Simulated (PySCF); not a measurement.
## Electronic structure of CH₁₁ClSi₄ in real space

Input

```
{"job": {"kind": "nmr", "xc": "PBE0", "basis": "pcSseg-1"}, "charge": 0, "multiplicity": 1}
C     -0.882310    -1.953621    -0.677252
Si    -1.082387    -0.058013    -0.767975
Si    -1.978407     0.736661     1.224891
Si     1.001567     0.850058    -1.326383
Si     2.653078     0.642640     0.288229
Cl     2.148832    -0.888001     1.544496
H     -1.827712    -2.442641    -0.459856
H     -0.510484    -2.364138    -1.611999
H     -0.182773    -2.233741     0.105387
H     -2.030419     0.171844    -1.882914
H     -3.333891     0.260275     1.515469
H     -1.154403     0.368447     2.377783
H     -2.050903     2.201605     1.206817
H      0.872876     2.290570    -1.607119
H      1.541138     0.319569    -2.591779
H      2.803976     1.801841     1.170623
H      4.005224     0.308676    -0.165375
```

Launched as:

```sh
OMP_NUM_THREADS=1 python probes_run.py task.json out
```

Geometry: GFN2-xTB.

These are results of PySCF, PBE0/pcSseg-1, SCF density, gas phase, non-relativistic, not measurements.

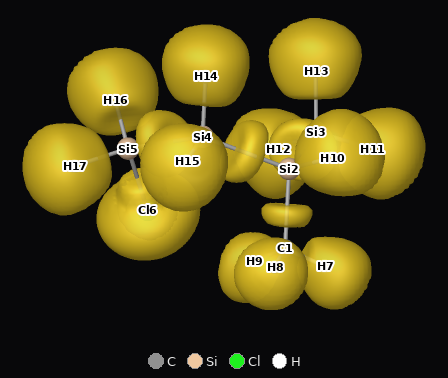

Figure 1. Isosurface of the electron localisation function at 0.8 (yellow), seen at an oblique angle. Only the valence region is drawn (cores and ρ < 0.01 e/Å³ removed).

### Identify the bonds, lone pairs and shells in this picture.

At this value the surface marks out one region between bonded C–Si atoms (shared pairs), three regions between bonded Si–Si atoms (shared pairs), eleven regions around hydrogen nuclei and one region on Cl in which the atom's valence shell and bonds are merged. Profiles from the grid: C–Si (1.91 Å): the ELF peaks at about 0.95 between the atoms, as expected for localised, covalent bonding. Si–Cl (2.04 Å): the ELF peaks at about 0.90 between the atoms: a shared but strongly polarised pair.

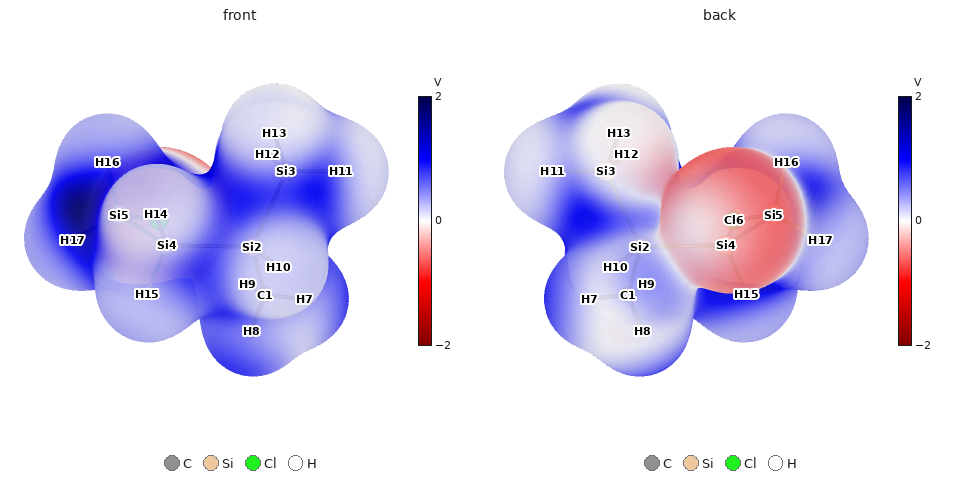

Figure 2. The molecular electrostatic potential painted on the density surface at 0.002 e/bohr³, seen from the front and from behind; the colour scale runs from red (negative) to blue (positive).

### Where is the surface potential most negative and most positive?

The most negative region (about −0.6 V) lies over Cl6, the most positive (about +1.6 V) over Si5.
